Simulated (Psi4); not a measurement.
# P4 (SMILES P12P3P1P23): wB97X/def2-SVPD

What is the vertical ionisation energy of P4 at wB97X/def2-SVPD? 

The results are computed with Psi4 1.11.

### Step 1. The molecule

P4 has 4 atoms, charge 0, and is taken as a singlet. As SMILES, `P12P3P1P23`. Geometry: relaxed at PBE0-D4/def2-TZVP.

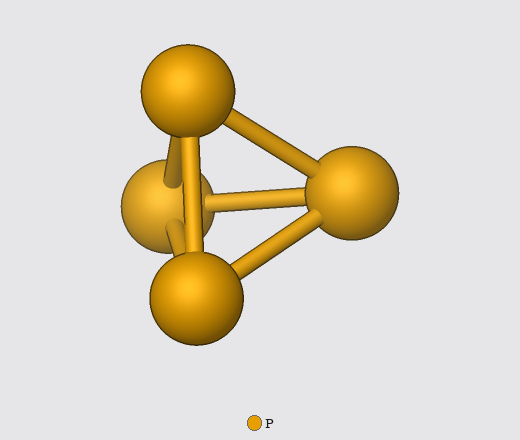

The structure, seen from a chosen angle (phosphorus amber).

### Step 2. Energy and forces at wB97X/def2-SVPD

Contents of job.inp:

```
memory 1600 MB

molecule molecule1 {
  P     -0.724800    -0.100000     1.119400
  P      1.294900     0.109800     0.315700
  P     -0.185000    -1.091700    -0.749800
  P     -0.385100     1.081900    -0.685200
  units angstrom
  symmetry c1
}

set {
  basis def2-SVPD
  puream true
  e_convergence 1e-09
  d_convergence 1e-08
  scf_type pk
  dft_radial_points 99
  dft_spherical_points 590
}

e, wfn = gradient('wb97x', return_wfn=True)
oeprop(wfn, 'LOWDIN_CHARGES', 'MULLIKEN_CHARGES', 'DIPOLE')
```

Launch:

```
$ psi4 job.inp job.out -n 1
```

job.out, shortened:

```text
[...]
  Running in c1 symmetry.
[...]
  Nuclear repulsion =  327.132424195368571
[...]
  Multiplicity = 1
[...]
  Nalpha       = 30
  Nbeta        = 30
[...]
    Number of basis functions: 96
[...]
   @RKS iter   1: -1364.99940523996042    2.57746e-02   1.64708e-03 ADIIS/DIIS
[...]
   @RKS iter   9: -1365.01359157558068   -1.74623e-10   9.22383e-09 DIIS
[...]
    Orbital Energies [Eh]
    ---------------------
    Doubly Occupied:
       1A    -77.080018     2A    -77.079988     3A    -77.079983
       4A    -77.079972     5A     -6.681000     6A     -6.680881
       7A     -6.680876     8A     -6.680868     9A     -4.844627
      10A     -4.844142    11A     -4.844137    12A     -4.844128
      13A     -4.842975    14A     -4.842974    15A     -4.842935
      16A     -4.842930    17A     -4.842929    18A     -4.842823
      19A     -4.842819    20A     -4.842817    21A     -0.962261
      22A     -0.667014    23A     -0.667001    24A     -0.667000
      25A     -0.454274    26A     -0.390987    27A     -0.390973
      28A     -0.390972    29A     -0.361064    30A     -0.361061
[...]
  @RKS Final Energy: -1365.01359157558068
   => Energetics <=
    Nuclear Repulsion Energy =            327.1324241953685714
    One-Electron Energy =               -2539.1947232951665683
    Two-Electron Energy =                 917.7124271023741358
    DFT Exchange-Correlation Energy =     -70.6637195781568010
    Empirical Dispersion Energy =           0.0000000000000000
    VV10 Nonlocal Energy =                  0.0000000000000000
    Total Energy =                      -1365.0135915755809037
[...]
  -Total Gradient:
     Atom            X                  Y                   Z
    ------   -----------------  -----------------  -----------------
       1       -0.000675124385    -0.000092448193     0.001019989848
       2        0.001236765851     0.000098758664     0.000294700718
       3       -0.000176190072    -0.001017660914    -0.000704880501
       4       -0.000363486055     0.000967818802    -0.000620973173
[...]
 Multipole Moments:
 ------------------------------------------------------------------------------------
     Multipole            Electronic (a.u.)      Nuclear  (a.u.)        Total (a.u.)
 ------------------------------------------------------------------------------------
 L = 1.  Multiply by 2.5417464519 to convert [e a0] to [Debye]
 Dipole X            :         -0.0000353           -0.0000000           -0.0000353
 Dipole Y            :          0.0000370           -0.0000000            0.0000370
 Dipole Z            :          0.0000219            0.0000000            0.0000219
 Magnitude           :                                                    0.0000556
[...]
  Mulliken Charges: (a.u.)
   Center  Symbol    Alpha    Beta     Spin     Total
       1     P     7.49998  7.49998  0.00000  0.00004
       2     P     7.50000  7.50000  0.00000 -0.00000
       3     P     7.50007  7.50007  0.00000 -0.00013
       4     P     7.49995  7.49995  0.00000  0.00010
   Total alpha = 30.00000, Total beta = 30.00000, Total charge = -0.00000
  Lowdin Charges: (a.u.)
   Center  Symbol    Alpha    Beta     Spin     Total
       1     P     7.50000  7.50000  0.00000  0.00001
       2     P     7.49998  7.49998  0.00000  0.00004
[...]
```

Wall time 59 s (1 thread of Intel Xeon at 2.50GHz (Skylake/Cascade Lake), shared host); peak memory 0.71 GiB.

### Step 3. The doublet cation

Contents of p4.dat:

```
memory 1.6 GB

molecule geom {
  1 2
  P     -1.36967350    -0.18897261     2.11535942
  P      2.44700636     0.20749193     0.59658654
  P     -0.34959933    -2.06301401    -1.41691665
  P     -0.72773353     2.04449469    -1.29484034
  units bohr
  symmetry c1
}

set basis def2-SVPD
set reference uks
set puream true
set e_convergence 1e-09
set d_convergence 1e-08
set scf_type pk
set dft_radial_points 99
set dft_spherical_points 590
set maxiter 100

E, wfn = gradient("wb97x", return_wfn=True)
oeprop(wfn, "WIBERG_LOWDIN_INDICES", "QUADRUPOLE", "DIPOLE", title="WB97X")
print_variables()
```

Launch:

```
$ psi4 -n 1 p4.dat p4.out
```

p4.out, shortened:

```text
[...]
  Running in c1 symmetry.
[...]
  Nuclear repulsion =  327.132424419381664
[...]
  Multiplicity = 2
[...]
  Nalpha       = 30
  Nbeta        = 29
[...]
    Number of basis functions: 96
[...]
   @UKS iter   1: -1364.61588169225570    4.09298e-01   2.35526e-03 ADIIS/DIIS
[...]
   @UKS iter  15: -1364.65514660066219   -6.82121e-12   9.95092e-09 DIIS
[...]
   @S^2 Observed:                7.571604031E-01
[...]
  @UKS Final Energy: -1364.65514660066219
   => Energetics <=
    Nuclear Repulsion Energy =            327.1324244193816639
    One-Electron Energy =               -2525.0903249467892238
    Two-Electron Energy =                 903.8311095654285054
    DFT Exchange-Correlation Energy =     -70.5283556386829389
    Empirical Dispersion Energy =           0.0000000000000000
    VV10 Nonlocal Energy =                  0.0000000000000000
    Total Energy =                      -1364.6551466006621922
[...]
  -Total Gradient:
     Atom            X                  Y                   Z
    ------   -----------------  -----------------  -----------------
       1       -0.001054942952    -0.034510849284    -0.024587460086
       2       -0.016219349937     0.034213369396    -0.018999118851
       3       -0.024140281036     0.001516432431     0.034792173822
       4        0.041440652217    -0.001258970559     0.008785580912
[...]
 Multipole Moments:
 ------------------------------------------------------------------------------------
     Multipole            Electronic (a.u.)      Nuclear  (a.u.)        Total (a.u.)
 ------------------------------------------------------------------------------------
 L = 1.  Multiply by 2.5417464519 to convert [e a0] to [Debye]
 Dipole X            :          0.0000040           -0.0000000            0.0000040
 Dipole Y            :          0.0000820            0.0000000            0.0000820
 Dipole Z            :          0.0000362           -0.0000000            0.0000362
 Magnitude           :                                                    0.0000897
 L = 2.  Multiply by 1.3450342976 to convert [e a0^2] to [Debye ang]
 Quadrupole XX       :       -158.8947135          127.7349211          -31.1597924
 Quadrupole XY       :          0.7489552           -0.0008126            0.7481426
[...]
```

Run time: 95 s. Hardware: 1 thread of Intel Xeon at 2.50GHz (Skylake/Cascade Lake), shared host; peak memory 0.71 GiB.

### Step 4. Outcome

At wB97X/def2-SVPD:

```
                                          quantity           value
                          singlet P4: total energy  -1365.01359 Eh
                         singlet P4: dipole moment          0.00 D
                           singlet P4: HOMO energy        -9.82 eV
                           singlet P4: LUMO energy         1.32 eV
                         singlet P4: HOMO–LUMO gap        11.14 eV
              singlet P4: largest force on an atom      0.066 eV/Å
                      doublet cation: total energy  -1364.65515 Eh
doublet cation: HOMO energy (highest over α and β)       -15.76 eV
 doublet cation: LUMO energy (lowest over α and β)        -9.70 eV
                              doublet cation: ⟨S²⟩           0.757
          doublet cation: largest force on an atom      2.180 eV/Å
vertical ionisation energy (to the doublet cation)        9.754 eV
```

In words: Removing an electron at fixed nuclei costs 9.75 eV (941 kJ/mol). The negative HOMO energy of the first species, 9.82 eV, lies 0.07 eV above that difference.
